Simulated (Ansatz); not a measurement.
**Ge₂H₄ (singlet): from Hartree-Fock to the top rungs at distance Ge1–Ge2 = 2.267 Å, cc-pVDZ**

Aim: climb from Hartree-Fock through coupled cluster and multireference methods for Ge₂H₄ (singlet) at one geometry and basis, and see what each rung misses.

Computed with Ansatz 0.2.0, Gaussian basis. Level: cc-pVDZ, core rule «outside noble gas», up to 28 orbitals frozen.

To be run: UHF; CCSD(T) on RHF; CCSD(T) on UHF; BCCD(T) on RHF; CISD; CCSDT(Q) on RHF; CCSDT(Q) on UHF; CASSCF and MRCISD+Q, 2 electrons in 2 orbitals; CASSCF and NEVPT2, 2 electrons in 2 orbitals; CASSCF and MRCISD+Q, 8 electrons in 8 orbitals; CASSCF and NEVPT2, 8 electrons in 8 orbitals.

22 further runs of the same task are left out: 2 for a known fault of the program, 3 for a mislabelled method, 13 that didn't finish, 4 set aside as unsound or not needed.

## 1. What is computed

The geometry derives from a PBE0/def2-TZVP stationary point (not a proven minimum). One bond is set to the value named and the two fragments are kept rigid. No spin-orbit coupling is included. The filled d shell of Ge may be among the frozen orbitals whatever the setting's name suggests; the logs give the count.

6 atoms, charge 0, spin multiplicity 1.

Atoms are counted from 1 here; the program's logs count them from 0.

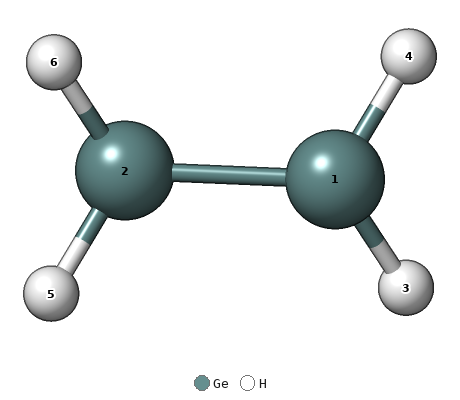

The structure; germanium teal, hydrogen white; atoms are numbered from 1 in the order of the file.

## 2. UHF

in.yaml

```yaml
crystal:
  periodic: [false, false, false]
  atoms:
    - {symbol: Ge, position_ang: [-0.048538, 0.000000, 1.132423]}
    - {symbol: Ge, position_ang: [0.048538, 0.000000, -1.132423]}
    - {symbol: H, position_ang: [0.475581, -1.257455, 1.849196]}
    - {symbol: H, position_ang: [0.475581, 1.257455, 1.849196]}
    - {symbol: H, position_ang: [-0.475581, -1.257455, -1.849196]}
    - {symbol: H, position_ang: [-0.475581, 1.257455, -1.849196]}
basis:
  gaussian: {orbitals: cc-pVDZ}
magnetization: {spin_polarized: true, initial_magnetization: 0}
hamiltonian: {xc: hf}
output: {orbitals: {seedname: orbitals}}
```

Launch:

```bash
$ ansatz run in.yaml --threads 1 --pin off --events-out ev --progress --plain --max-ram 2393MiB
```

Further steps of the session: CCSD(T) on RHF; CCSD(T) on UHF; BCCD(T) on RHF; CISD; CCSDT(Q) on RHF; CCSDT(Q) on UHF; CASSCF and MRCISD+Q, 2 electrons in 2 orbitals; CASSCF and NEVPT2, 2 electrons in 2 orbitals; CASSCF and MRCISD+Q, 8 electrons in 8 orbitals; CASSCF and NEVPT2, 8 electrons in 8 orbitals.

Q: Predict the results of all the runs planned. Wanted: RCCSDT(Q) below the RHF energy; RMP2 from RCCSDT(Q); UMP2 from RCCSDT(Q); RCCSD from RCCSDT(Q); RCCSD(T) from RCCSDT(Q); UCCSD(T) from RCCSDT(Q); UCCSDT(Q) from RCCSDT(Q); NEVPT2 pair from RCCSDT(Q); MRCISD+Q pair from RCCSDT(Q).

As calculated:

```
                         quantity                                         value
   RCCSDT(Q) below the RHF energy                                    -6.6515 eV
              RMP2 from RCCSDT(Q)                                   +1439.3 meV
              UMP2 from RCCSDT(Q)                                   +1711.7 meV
             RCCSD from RCCSDT(Q)                                    +292.7 meV
          RCCSD(T) from RCCSDT(Q)                                     +54.2 meV
          UCCSD(T) from RCCSDT(Q)                                    +105.7 meV
         UCCSDT(Q) from RCCSDT(Q)                                      +4.7 meV
       NEVPT2 pair from RCCSDT(Q)                                   +1261.6 meV
     MRCISD+Q pair from RCCSDT(Q)                                     +69.4 meV
   NEVPT2 frontier from RCCSDT(Q)                                   +1263.6 meV
levels within 1 kcal/mol (43 meV)  RCCSDT, UCCSDT, UCCSDT(Q), MRCISD+Q frontier
                    T1 diagnostic                                         0.018
```

In words: RCCSD(T) misses by +54.2 meV, 0.8 % of the correlation energy. CCSD(T) misses by +54.2 meV on the restricted determinant and by +105.7 meV on the unrestricted one; the two need not hold the same state or core. Of the multireference levels listed MRCISD+Q frontier comes nearest in total energy (+41.3 meV), which doesn't show that its space is the better one. These misses are within one basis, not against nature.
